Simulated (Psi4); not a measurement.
# A workflow on SiH2OF (SMILES O[SiH]F), part 2 of 3

Psi4 1.11.

**4. The singlet cation: a geometry optimisation at CAM-B3LYP/def2-SVPD (density fitting) (run 3)**

Input file job.in:

```
memory 1600 MB

molecule m {
  1 1
  O     -1.17277915    -1.70825761    -0.51823282
  Si     0.55065485     0.45834929     0.95658503
  F      0.37886552     3.15534374    -0.57231301
  H     -2.97694037    -1.54737956    -0.66844337
  H      3.21290291    -0.43835221     0.74839580
  units bohr
  symmetry c1
}

set geom_maxiter 50

E = optimize("cam-b3lyp/def2-SVPD")
```

Command:

```bash
$ psi4 -i job.in -o job.out -n 1
```

job.out:

```text
Psi4 1.11 release

gradient() will perform analytic gradient computation.

   => Loading Basis Set <=

    Name: DEF2-SVPD
    Role: ORBITAL
    Keyword: BASIS

         ---------------------------------------------------------
                                   SCF
                              RKS Reference
                        1 Threads,   1525 MiB Core
         ---------------------------------------------------------

  ==> Geometry <==

    Molecular point group: c1
    Full point group: C1

    Geometry (in Bohr), charge = 1, multiplicity = 1:

       Center              X                  Y                   Z               Mass
    ------------   -----------------  -----------------  -----------------  -----------------
         O           -1.235604733910    -2.376787181091    -0.636424071097    15.994914619570
         SI           0.487829266090    -0.210180281091     0.838393778903    27.976926534650
         F            0.316039936090     2.486814168909    -0.690504261097    18.998403162730
         H           -3.039765953910    -2.215909131091    -0.786634621097     1.007825032230
         H            3.150077326090    -1.106881781091     0.630204548903     1.007825032230

  Running in c1 symmetry.

  Rotational constants: A =      0.89390  B =      0.24768  C =      0.20258 [cm^-1]
  Rotational constants: A =  26798.41792  B =   7425.32445  C =   6073.18138 [MHz]
  Nuclear repulsion =  108.252863307286830

  Charge       = 1
  Multiplicity = 1
  Electrons    = 32
  Nalpha       = 16
  Nbeta        = 16

  ==> Algorithm <==

  SCF Algorithm Type is DF.
  DIIS enabled.
  MOM disabled.
  Fractional occupation disabled.
  Guess Type is SAD.
  Energy threshold   = 1.00e-08
  Density threshold  = 1.00e-08
  Integral threshold = 1.00e-12

  ==> Primary Basis <==

  Basis Set: DEF2-SVPD
    Blend: DEF2-SVPD
    Number of shells: 36
    Number of basis functions: 86
    Number of Cartesian functions: 92
    Spherical Harmonics?: true
    Max angular momentum: 2

  ==> DFT Potential <==

   => LibXC <=

    Version 7.1.2

   => Composite Functional: CAM-B3LYP <=

    CAM-B3LYP Hyb-GGA Exchange-Correlation Functional

    Deriv               =              1
    GGA                 =           TRUE
    Meta                =          FALSE

    Exchange Hybrid     =           TRUE
    MP2 Hybrid          =          FALSE

   => Exchange Functionals <=

    0.3500         Becke 88 [omega = 0.3300]
    0.4600   Short-range recipe for B88 functional - erf [omega = 0.3300]

   => Exact (HF) Exchange <=

    0.4600            HF,LR [omega = 0.3300]
    0.1900               HF

   => Correlation Functionals <=

    0.1900   Vosko, Wilk & Nusair (VWN5)
    0.8100   Lee, Yang & Parr

   => LibXC Density Thresholds  <==

    XC_HYB_GGA_XC_CAM_B3LYP:  1.00E-14

   => Molecular Quadrature <=

    Radial Scheme          =       TREUTLER
    Pruning Scheme         =           NONE
    Nuclear Scheme         =       TREUTLER

    Blocking Scheme        =         OCTREE
    BS radius alpha        =              1
    Pruning alpha          =              1
    Radial Points          =             75
    Spherical Points       =            302
    Total Points           =         109836
    Total Blocks           =            872
    Max Points             =            256
    Max Functions          =             85
    Weights Tolerance      =       1.00E-15

   => Loading Basis Set <=

    Name: (DEF2-SVPD AUX)
    Role: JKFIT
    Keyword: DF_BASIS_SCF

  ==> Integral Setup <==

  DFHelper Memory: AOs need 0.055 GiB; user supplied 0.874 GiB.
  SCF_SUBTYPE=INCORE selected. In-core MEM_DF algorithm will be used.
  Using in-core AOs.

  ==> MemDFJK: Density-Fitted J/K Matrices <==

    J tasked:                   Yes
    K tasked:                   Yes
    wK tasked:                  Yes
    Omega:                3.300E-01
    Memory [MiB]:               895
    Algorithm:                 Core
    Schwarz Cutoff:           1E-12
    Mask sparsity (%):       0.2163
    Fitting Condition:        1E-10

   => Auxiliary Basis Set <=

  Basis Set: (DEF2-SVPD AUX)
    Blend: DEF2-UNIVERSAL-JKFIT
    Number of shells: 100
    Number of basis functions: 318
    Number of Cartesian functions: 381
    Spherical Harmonics?: true
    Max angular momentum: 4

  Cached 100.0% of DFT collocation blocks in 0.244 [GiB].

  Minimum eigenvalue in the overlap matrix is 6.8573580460E-04.
  Reciprocal condition number of the overlap matrix is 1.0213795478E-04.
    Using symmetric orthogonalization.

  ==> Pre-Iterations <==

  SCF Guess: Superposition of Atomic Densities via on-the-fly atomic UHF (no occupation information).

   -------------------------
    Irrep   Nso     Nmo
   -------------------------
     A         86      86
   -------------------------
    Total      86      86
   -------------------------

  ==> Iterations <==

                           Total Energy        Delta E     RMS |[F,P]|

[... 4 lines left out ...]
   @DF-RKS iter   4:  -465.21852648074997   -2.03666e-03   1.01169e-03 DIIS/ADIIS
[... 4 lines left out ...]
   @DF-RKS iter   9:  -465.22104533225331   -1.48004e-08   3.03784e-07 DIIS
[... 31 lines left out ...]
    Final Occupation by Irrep:
[... 12 lines left out ...]
    DFT Exchange-Correlation Energy =     -30.3273623430126911
[... 18 lines left out ...]
 Dipole Y            :          2.2740278           -2.8982848           -0.6242570
[... 130 lines left out ...]
	   Step    Total Energy     Delta E     Max Force     RMS Force      Max Disp      RMS Disp   ~
[... 143 lines left out ...]
   @DF-RKS iter   1:  -465.25530805157962    1.29724e-02   6.01372e-04 DIIS/ADIIS
[... 4 lines left out ...]
   @DF-RKS iter   6:  -465.25701741585465   -1.86192e-06   2.16772e-06 DIIS
[... 4 lines left out ...]
  Energy and wave function converged.
[... 18 lines left out ...]
    Two-Electron Energy =                 309.1877153396220592
[... 18 lines left out ...]
 Dipole X            :          0.0984998           -0.0800725            0.0184273
[... 94 lines left out ...]
	Measures of convergence in internal coordinates in au.
[... 116 lines left out ...]
   @DF-RKS iter   0:  -465.29952245701088   -4.65300e+02   5.30266e-03
[... 4 lines left out ...]
   @DF-RKS iter   5:  -465.26936275910435   -2.16551e-06   1.55566e-05 DIIS
[... 4 lines left out ...]
   @DF-RKS iter  10:  -465.26936338433717   -1.87583e-12   1.90714e-09 DIIS
[... 18 lines left out ...]
    One-Electron Energy =                -859.8826201840477097
[... 4 lines left out ...]
    Total Energy =                       -465.2693633843371686
[... 107 lines left out ...]
	                                 ==> Convergence Check <==
[... 98 lines left out ...]
                           Total Energy        Delta E     RMS |[F,P]|
[... 5 lines left out ...]
   @DF-RKS iter   4:  -465.27080534666845   -1.04279e-05   1.00040e-05 DIIS
[... 4 lines left out ...]
   @DF-RKS iter   9:  -465.27080580724925   -8.29914e-12   5.88441e-09 DIIS
[... 18 lines left out ...]
    One-Electron Energy =                -857.5768052547550724
[... 4 lines left out ...]
    Total Energy =                       -465.2708058072492463
[... 107 lines left out ...]
	                                 ==> Convergence Check <==
[... 98 lines left out ...]
                           Total Energy        Delta E     RMS |[F,P]|
[... 5 lines left out ...]
   @DF-RKS iter   4:  -465.27143747955370   -8.63940e-06   7.81626e-06 DIIS
[... 4 lines left out ...]
   @DF-RKS iter   9:  -465.27143775540429   -6.25278e-12   4.70681e-09 DIIS
[... 18 lines left out ...]
    One-Electron Energy =                -857.4911124123714217
[... 4 lines left out ...]
    Total Energy =                       -465.2714377554042926
[... 107 lines left out ...]
	                                 ==> Convergence Check <==
[... 98 lines left out ...]
                           Total Energy        Delta E     RMS |[F,P]|
[... 5 lines left out ...]
   @DF-RKS iter   4:  -465.27154902676972   -1.34236e-06   4.13831e-06 DIIS
[... 4 lines left out ...]
  Energy and wave function converged.
[... 18 lines left out ...]
    Two-Electron Energy =                 311.1081065599775002
[... 18 lines left out ...]
 Dipole X            :          0.2499618           -0.1049001            0.1450617
[... 94 lines left out ...]
	Measures of convergence in internal coordinates in au.
[... 98 lines left out ...]
   @DF-RKS iter   0:  -465.27230795326426   -4.65272e+02   5.99116e-05
[... 4 lines left out ...]
   @DF-RKS iter   5:  -465.27155042589703   -1.20139e-09   5.70234e-08 DIIS
[... 10 lines left out ...]
    Final Occupation by Irrep:
[... 12 lines left out ...]
    DFT Exchange-Correlation Energy =     -30.3920239261073206
[... 18 lines left out ...]
 Dipole Y            :          2.1820511           -2.9800352           -0.7979840
[... 98 lines left out ...]
	   Step    Total Energy     Delta E     Max Force     RMS Force      Max Disp      RMS Disp
[... 94 lines left out ...]
   @DF-RKS iter   1:  -465.27155008847421   -1.19681e-05   2.15486e-06 DIIS
[... 4 lines left out ...]
  Energy and wave function converged.
[... 27 lines left out ...]
    Final Occupation by Irrep:
              A
    DOCC [    16 ]
    NA   [    16 ]
    NB   [    16 ]

  @DF-RKS Final Energy:  -465.27155010739284

   => Energetics <=

    Nuclear Repulsion Energy =            111.8912195818621740
    One-Electron Energy =                -857.9140406571757467
    Two-Electron Energy =                 311.1433108595251724
    DFT Exchange-Correlation Energy =     -30.3920398916044441
    Empirical Dispersion Energy =           0.0000000000000000
    VV10 Nonlocal Energy =                  0.0000000000000000
    Total Energy =                       -465.2715501073928408

Computation Completed

Properties will be evaluated at   0.000000,   0.000000,   0.000000 [a0]

Properties computed using the SCF density matrix

 Multipole Moments:

 ------------------------------------------------------------------------------------
     Multipole            Electronic (a.u.)      Nuclear  (a.u.)        Total (a.u.)
 ------------------------------------------------------------------------------------

 L = 1.  Multiply by 2.5417464519 to convert [e a0] to [Debye]
 Dipole X            :          0.2506866           -0.1015405            0.1491461
 Dipole Y            :          2.1807793           -2.9783823           -0.7976030
 Dipole Z            :         -0.1996685            0.3464745            0.1468060
 Magnitude           :                                                    0.8246012

 ------------------------------------------------------------------------------------

	total time  =          2 seconds =       0.03 minutes

         ------------------------------------------------------------
                                   SCF GRAD
         ------------------------------------------------------------

  ==> Geometry <==

    Molecular point group: c1
    Full point group: C1

    Geometry (in Bohr), charge = 1, multiplicity = 1:

       Center              X                  Y                   Z               Mass
    ------------   -----------------  -----------------  -----------------  -----------------
         O           -1.436757524084    -2.330528857930    -0.141607442065    15.994914619570
         SI           0.684231475436    -0.298665930318     0.245565270305    27.976926534650
         F            0.202523842855     2.581581956793    -0.265034525301    18.998403162730
         H           -3.192070544101    -2.303898134604    -0.676535520363     1.007825032230
         H            3.182634966950    -1.083167885439     1.103266518793     1.007825032230

  Nuclear repulsion =  111.891219581862174

   => Molecular Quadrature <=

    Radial Scheme          =       TREUTLER
    Pruning Scheme         =           NONE
    Nuclear Scheme         =       TREUTLER

    Blocking Scheme        =         OCTREE
    BS radius alpha        =              1
    Pruning alpha          =              1
    Radial Points          =             75
    Spherical Points       =            302
    Total Points           =         109717
    Total Blocks           =            878
    Max Points             =            255
    Max Functions          =             85
    Weights Tolerance      =       1.00E-15

  -Total Gradient:
     Atom            X                  Y                   Z
    ------   -----------------  -----------------  -----------------
       1        0.000054357199     0.000183338884    -0.000024037793
       2        0.000037818834     0.000149201117     0.000000713461
       3        0.000131908558     0.000105446102     0.000022438511
       4        0.000038928004     0.000150145572     0.000004459799
       5        0.000052582533     0.000067433796     0.000009537084

	total time  =          0 seconds =       0.00 minutes

    			-----------------------------------------

    			 OPTKING 3.0: for geometry optimizations

    			        with contributions from

    			-----------------------------------------

	                            ===> Fragment 1 <==

	 Z (Atomic Numbers)          Masses                          Geom
	       8.000000            15.994915         -1.43675752 -2.33052886 -0.14160744
	      14.000000            27.976927          0.68423148 -0.29866593  0.24556527
	       9.000000            18.998403          0.20252384  2.58158196 -0.26503453
	       1.000000             1.007825         -3.19207054 -2.30389813 -0.67653552
	       1.000000             1.007825          3.18263497 -1.08316789  1.10326652

	 - Coordinate -           - BOHR/RAD -       - ANG/DEG -
	 R(1,2)           =         2.962594           1.567737
	 R(1,4)           =         1.835206           0.971149
	 R(2,3)           =         2.964554           1.568775
[... 6 lines of this table left out ...]
	 D(4,1,2,5)       =        -3.142610        -180.058264

	        --- Internal Coordinate Step in ANG or DEG, aJ/ANG or AJ/DEG ---
	-------------------------------------------------------------------------------
	           Coordinate      Previous         Force          Change          New
	           ----------      --------        ------          ------        ------
	               R(1,2)       1.56774        0.00009        0.00004       1.56777
	               R(1,4)       0.97115        0.00003        0.00001       0.97116
	               R(2,3)       1.56877        0.00021        0.00005       1.56882
[... 6 lines of this table left out ...]
	           D(4,1,2,5)    -180.05826        0.00000        0.04684    -180.01142
	-------------------------------------------------------------------------------

	                                 ==> Convergence Check <==

	Measures of convergence in internal coordinates in au.

	Criteria marked as inactive (o), active & met (*), and active & unmet ( ).

	----------------------------------------------------------------------------------------------
	   Step    Total Energy     Delta E     Max Force     RMS Force      Max Disp      RMS Disp
	----------------------------------------------------------------------------------------------
	  Convergence Criteria     1.00e-06 *    3.00e-04 *             o    1.20e-03 *             o
	----------------------------------------------------------------------------------------------
	     8    -465.27155011    3.19e-07 *    5.71e-05 *    2.66e-05 o    8.46e-04 *    4.87e-04 o  ~
	----------------------------------------------------------------------------------------------

Next Geometry in Ang
	Fragment 1 (Ang)

	    O  -0.7603794443  -1.2334066345  -0.0746826960
	   Si   0.3622048823  -0.1583257518   0.1300615009
	    F   0.1067350325   1.3657583700  -0.1403273705
	    H  -1.6890888443  -1.2185552647  -0.3582683684
	    H   1.6844866483  -0.5730244932   0.5837951363

    Final optimized geometry and variables:
    Molecular point group: c1
    Full point group: C1

    Geometry (in Bohr), charge = 1, multiplicity = 1:

    O           -1.436757524084    -2.330528857930    -0.141607442065
    SI           0.684231475436    -0.298665930318     0.245565270305
    F            0.202523842855     2.581581956793    -0.265034525301
    H           -3.192070544101    -2.303898134604    -0.676535520363
    H            3.182634966950    -1.083167885439     1.103266518793

    Psi4 run time: 0:00:22.96

[set-up sections that repeat, and orbital energies of the middle runs, are left out above]
```

On the terminal:

```text
Optimizer: Optimization complete!
```

Run time: 24 s. Hardware: 1 thread of AMD EPYC 9R45 (Zen 5), shared host; peak memory 0.55 GiB.

Step by step:

| step | energy from the first frame kept (eV) | largest force (eV/Å) |
| --- | --- | --- |
| 0 | 0.0000 | 5.2383 |
| 1 | -0.9789 | 2.5849 |
| 2 | -1.3148 | 0.8315 |
| 3 | -1.3541 | 0.3439 |
| 4 | -1.3712 | 0.1822 |
| 5 | -1.3743 | 0.0325 |
| 6 | -1.3743 | 0.0112 |
| 7 | -1.3743 | 0.0099 |

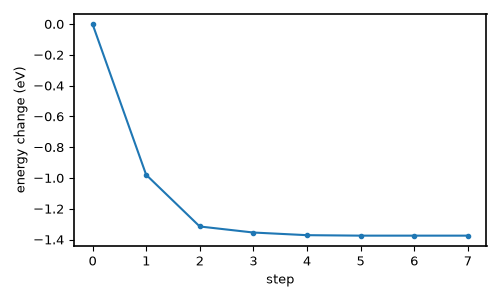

Energy along the run.

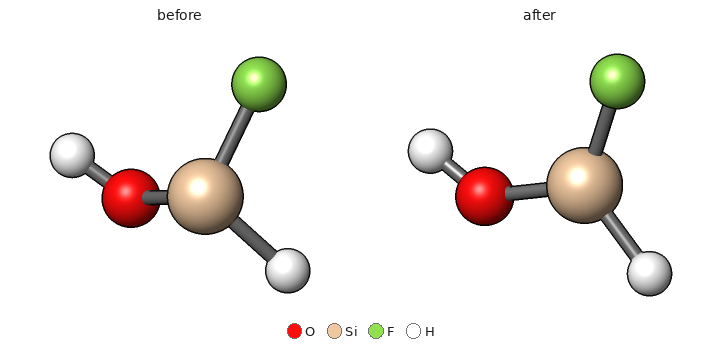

Before and after, at one scale.

After the run. Bond lengths: O1–Si2 1.568 Å, Si2–F3 1.569 Å, O1–H4 0.971 Å, Si2–H5 1.458 Å. Angles: O1–Si2–F3 121.8°, O1–Si2–H5 119.6°, F3–Si2–H5 118.5°, Si2–O1–H4 135.5°.

**5. The singlet anion: a single-point energy at CAM-B3LYP/def2-SVPD (density fitting) (run 4)**

Input file fh2osi.xyz:

```xyz
5
FH2OSi
O     -0.620608    -0.903971    -0.274237
Si     0.291394     0.242548     0.506203
F      0.200487     1.669736    -0.302855
H     -1.575329    -0.818838    -0.353725
H      1.700195    -0.231966     0.396034
```

Input file fh2osi.py:

```python
import psi4

psi4.set_memory(1600000000)
psi4.set_num_threads(1)
psi4.core.set_output_file('fh2osi.out', False)

with open('fh2osi.xyz') as f:
    atoms = ''.join(f.readlines()[2:])
geom = psi4.geometry('-1 1\n' + atoms + 'symmetry c1')

e_tot, wfn = psi4.energy("cam-b3lyp/def2-SVPD", return_wfn=True)
print(f'cam-b3lyp/def2-SVPD energy: {e_tot:.10f} Eh')
```

Command:

```bash
$ python fh2osi.py
```

fh2osi.out, cut to the lines that bear on the results:

```text
[...]
  Running in c1 symmetry.
[...]
  Nuclear repulsion =  108.252863164059903
[...]
  Multiplicity = 1
[...]
  Nalpha       = 17
  Nbeta        = 17
[...]
    Number of basis functions: 86
[...]
   @DF-RKS iter   1:  -465.33643785070370   -4.04911e-01   8.97138e-03 ADIIS/DIIS
[...]
   @DF-RKS iter   9:  -465.58623991260589   -6.79645e-08   4.63367e-07 DIIS
[...]
  @DF-RKS Final Energy:  -465.58623991260589
   => Energetics <=
    Nuclear Repulsion Energy =            108.2528631640599031
    One-Electron Energy =                -868.0540458342131842
    Two-Electron Energy =                 324.9040842167846677
    DFT Exchange-Correlation Energy =     -30.6891414592373160
    Empirical Dispersion Energy =           0.0000000000000000
    VV10 Nonlocal Energy =                  0.0000000000000000
    Total Energy =                       -465.5862399126058904
[...]
```

On the terminal:

```text
cam-b3lyp/def2-SVPD energy: -465.5862399126 Eh
```

It took 3.6 s on 1 thread of AMD EPYC 9R45 (Zen 5), shared host; peak memory 0.5 GiB.

[end of part 2 of 3]
